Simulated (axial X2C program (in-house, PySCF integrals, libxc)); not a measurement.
Relativistic diatomic calculation, with input and output: SiF⁻

- system: SiF⁻. The reference is closed-shell SiF⁻; the roots are vertical excitation energies. The distance is the PBE0 minimum at charge −1.
- method: EOM-EE-CCSD, two-component X2C with atomic mean-field Coulomb and Gaunt terms, Si dyall-av3z, F dyall-av3z (cores contracted) (axial X2C program (in-house, PySCF integrals, libxc))

Summary:

```tsv
quantity	value
outcome	converged
HF energy of the reference SiF⁻	−389.05652 hartree
MP2 energy of the reference SiF⁻	−389.42996 hartree
CCSD energy of the reference SiF⁻ (with the MP2 share of the virtual spinors left out of the coupled-cluster step)	−389.45205 hartree
CCSD(T) energy of the reference SiF⁻	−389.46542 hartree
T1 diagnostic (spinor form; for a closed shell √2 times the usual value)	0.028
hardware	1 thread of Arm Neoverse V1, 24 GiB of memory available, shared host
wall time	40 s
peak memory	0.72 GiB
```

Input file:
```
{"zs": [14, 9], "q": -1, "bas": ["dyall-av3z", "dyall-av3z"], "r0": 1.8, "eom": "ee", "thr": -2.0, "nmax": 88}
```

The line is the task of a batch: nuclear charges, charge, bases, a first guess of the distance and further settings. This report covers the levels named above. The log is that of the reference distance 1.702 Å.

The run was one of a batch that the task file lists, launched with:
```bash
python <driver script> task.json out
```

The program's output:
```
two-component X2C + atomic mean field  HF
basis functions 116  fitting functions 616  grid points 4352
iter        total energy     max residual
   1       -389.041505484     7.38e-02
   2       -389.055789681     4.75e-03
   3       -389.056369115     3.86e-03
   4       -389.056492114     8.60e-04
   5       -389.056516502     3.17e-04
   6       -389.056520607     1.00e-04
   7       -389.056521213     3.27e-05
   8       -389.056521289     4.68e-06
   9       -389.056521291     1.46e-06
converged
one-electron -624.37725683  Coulomb 226.80749976  exact exchange -30.61825267  xc functional 0.00000000  nuclear repulsion 39.17528118  atomic mean-field constant -0.04379274
correlated 12  virtual 198  natural virtual 88  E(MP2) -0.373439669  MP2 remainder -0.063087062
iter   CCSD correlation   residual
   1     -0.314014476   1.70e-01
   2     -0.325179845   9.48e-02
   3     -0.329348492   6.61e-02
   4     -0.330258714   4.69e-02
   5     -0.331529336   3.35e-02
   6     -0.332232708   1.88e-02
   7     -0.332338598   7.69e-03
   8     -0.332444988   3.29e-03
   9     -0.332471721   1.74e-03
  10     -0.332461908   9.54e-04
  11     -0.332455597   5.28e-04
  12     -0.332450219   2.67e-04
  13     -0.332448158   1.20e-04
  14     -0.332447267   7.19e-05
  15     -0.332446412   5.48e-05
  16     -0.332445441   4.27e-05
  17     -0.332444368   3.05e-05
  18     -0.332443560   1.93e-05
  19     -0.332443247   1.06e-05
  20     -0.332443159   6.06e-06
  21     -0.332443136   3.70e-06
  22     -0.332443136   2.27e-06
(T) -0.0133711101527762  T1 0.0276  D1 0.0437  max T2 0.283
EOM-EE-CCSD roots
2*Omega      energy/Eh   energy/eV  one-particle weight
    0       0.05072061      1.3802      0.938
    0       0.05072081      1.3802      0.938
    0       0.06317554      1.7191      0.946
    0       0.06317642      1.7191      0.946
    0       0.06514530      1.7727      0.955
    2      -0.01113436     -0.3030      0.957
    2       0.05332583      1.4511      0.930
    2       0.06538241      1.7791      0.962
    2       0.06707033      1.8251      0.928
    4       0.00813609      0.2214      0.952
    4       0.07370977      2.0057      0.905
    4       0.09985188      2.7171      0.004
    6       0.11386337      3.0984      0.000
```

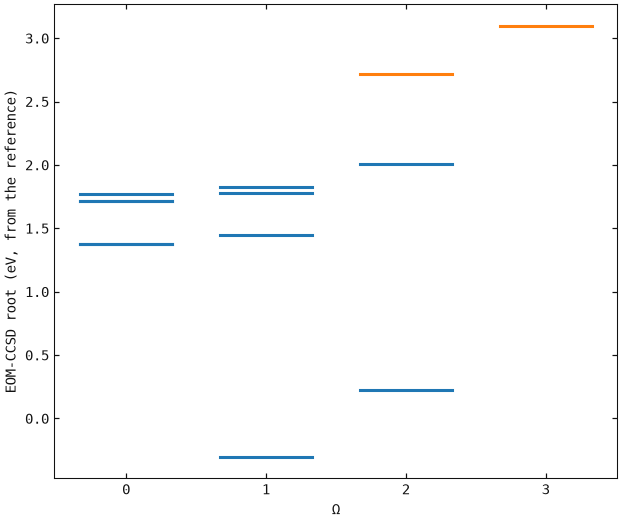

Fig. 1: EOM-CCSD roots by Ω at 1.70 Å; roots whose one-particle weight is under 0.8 have the second colour. The lowest has Ω = 1 and lies at −0.303 eV, with one-particle weight 0.96. 2 of the 13 roots are less well described at this level.
